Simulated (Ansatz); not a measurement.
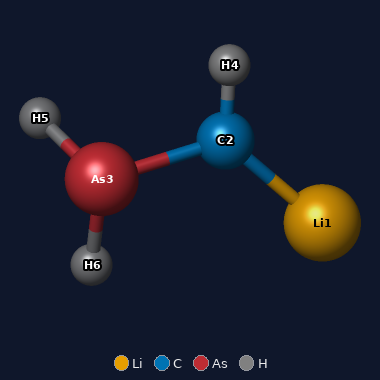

The system is CH3AsLi, SMILES [Li][CH][AsH2], spin multiplicity 2; the picture shows the reference structure. Coordinates scanned: (1) umbrella angle at As3 (between each of its bonds and their common axis; 90 is planar); (2) change of the bonds As3–C2, As3–H5, As3–H6, all alike. Nothing is relaxed (all other coordinates rigid). The scan uses an 11 × 11 grid. Points are written as (first, second). All energies are given in kcal/mol relative to the lowest grid point. These are results of Ansatz, UKS PBE0-D4/def2-SVP, not measurements.

Its coordinates:

```xyz
6

Li   -1.5839   -1.5753    0.8712
C    -0.0449   -0.8950   -0.0392
As    0.7481    0.8151    0.2884
H     0.6327   -1.4077   -0.7503
H     0.7417    1.4647   -1.1063
H    -0.4937    1.5983    0.7363
```

Range: umbrella angle at As3 (between each of its bonds and their common axis; 90 is planar) from 49.0 to 131.0°; change of the bonds As3–C2, As3–H5, As3–H6, all alike from −0.183 to 0.283 Å.

Question: What will the energy surface look like?

Answer: The lowest grid point is at (122.8°, 0.003 Å). The bottom of the well lies between grid points, at about (119°, 0.000 Å), about 1.1 kcal/mol lower on the interpolated surface. A higher local minimum lies near (65.4°, 0.003 Å) (1.5 kcal/mol above the lowest at that grid point). The highest grid point, (90.0°, 0.283 Å), lies 73.3 kcal/mol above the lowest. On the interpolated surface the easiest way out of the lowest well to the well at about (62°, 0.00 Å) passes a barrier of about 26 kcal/mol, counted from the interpolated bottom of the well. Round the minimum the valley is somewhat tilted: raising the first coordinate shifts the best value of the second coordinate upwards (coupling k₁₂/√(k₁₁k₂₂) about −0.2).

| second ↓, first → | 49.0 | 57.2 | 65.4 | 73.6 | 81.8 | 90.0 | 98.2 | 106.4 | 114.6 | 122.8 | 131.0 |
| --- | --- | --- | --- | --- | --- | --- | --- | --- | --- | --- | --- |
| 0.283 | 37.0 | 30.8 | 34.0 | 45.0 | 60.6 | 73.3 | 61.1 | 45.1 | 33.6 | 29.9 | 35.6 |
| 0.236 | 29.7 | 22.9 | 25.9 | 36.8 | 52.2 | 63.4 | 52.5 | 36.7 | 25.4 | 21.9 | 28.2 |
| 0.189 | 23.3 | 15.8 | 18.5 | 29.2 | 44.0 | 54.0 | 44.1 | 28.9 | 17.8 | 14.7 | 21.8 |
| 0.143 | 18.3 | 9.9 | 12.1 | 22.4 | 36.6 | 45.5 | 36.6 | 22.0 | 11.3 | 8.7 | 16.6 |
| 0.096 | 14.5 | 5.2 | 6.8 | 16.6 | 29.9 | 37.9 | 29.7 | 16.0 | 5.9 | 3.9 | 12.7 |
| 0.050 | 12.7 | 2.4 | 3.2 | 12.2 | 24.6 | 31.8 | 24.3 | 11.5 | 2.1 | 0.9 | 10.7 |
| 0.003 | 13.0 | 1.6 | 1.5 | 9.6 | 21.0 | 27.3 | 20.6 | 8.7 | 0.3 | 0.0 | 11.0 |
| −0.043 | 16.2 | 3.4 | 2.3 | 9.3 | 19.6 | 25.3 | 19.1 | 8.3 | 0.9 | 1.7 | 13.9 |
| −0.090 | 22.8 | 8.6 | 6.2 | 12.1 | 21.2 | 26.2 | 20.6 | 10.8 | 4.7 | 6.7 | 20.4 |
| −0.136 | 33.4 | 17.7 | 13.9 | 18.4 | 26.5 | 30.9 | 25.8 | 17.1 | 12.2 | 15.6 | 30.9 |
| −0.183 | 49.5 | 32.0 | 26.6 | 29.7 | 36.6 | 40.4 | 35.8 | 28.2 | 24.7 | 29.8 | 46.7 |

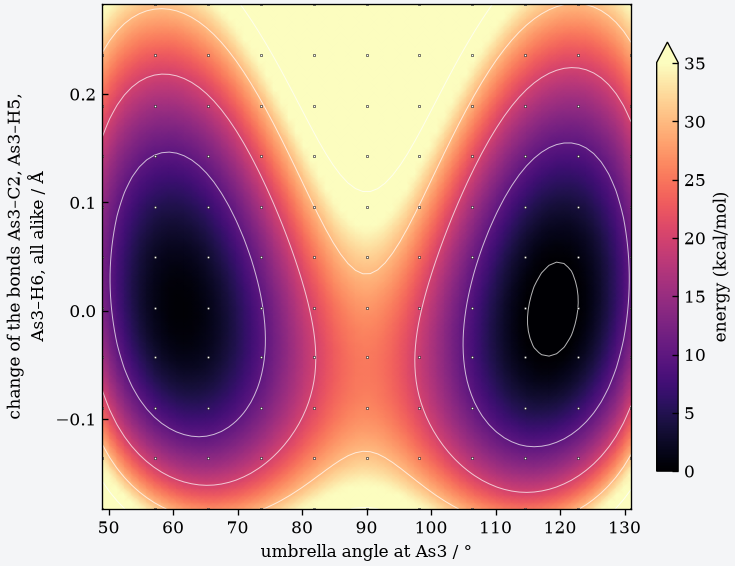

Drawn: a smooth colour map with a few white contour lines, dots at the grid points, one colour for all values above the top of the scale. Between grid points the surface is interpolated.

The whole map (121 points run) took 11 min on 1 thread of Intel(R) Xeon(R) Platinum 8375C CPU @ 2.90GHz (Ice Lake), with other jobs on the host.
